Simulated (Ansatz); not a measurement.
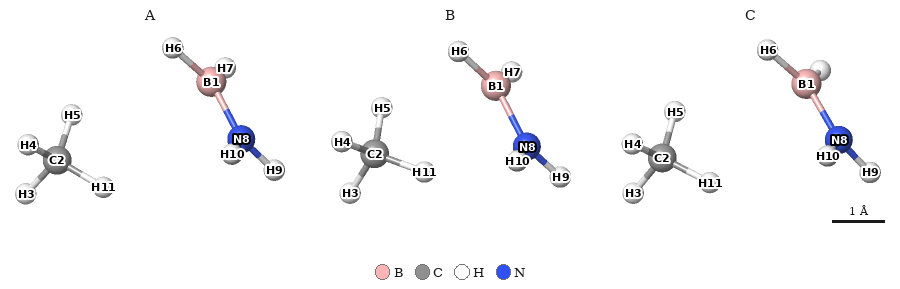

3 geometries from one relaxation of CH8BN, in shuffled order. The picture is a ball-and-stick view, seen at a tilt.

The run prepares an end point of a later path (reaction) calculation, from a guessed geometry.

Method: Ansatz, RKS r2SCAN/6-31G*. (no spin polarisation; force threshold 0.03 eV/Å; at most 50 steps)

> Order the frames from highest to lowest energy.

B, C, A. They are steps 0, 2, 6, at +0.291 eV, +0.018 eV relative to the last. The largest move after the best rigid fit is that of H11, 0.55 Å. By element the largest moves are H 0.55 Å, C 0.39 Å, B 0.34 Å, N 0.33 Å. Among the contacts that change: B1–N8 1.468 → 1.394 Å, C2–H11 1.102 → 1.093 Å. The energy falls by 0.291 eV in 6 geometry steps. Largest force component: 2.5 eV/Å at the start, 0.016 eV/Å at the end. The run took 10 s on 1 thread of Intel(R) Xeon(R) 6975P-C (Granite Rapids) (shared host), peak memory 0.15 GiB.

Limits of the set-up: the start holds two separate molecules, 2.2 Å apart at their closest, whose relative position is a soft coordinate and is computed without a dispersion correction.
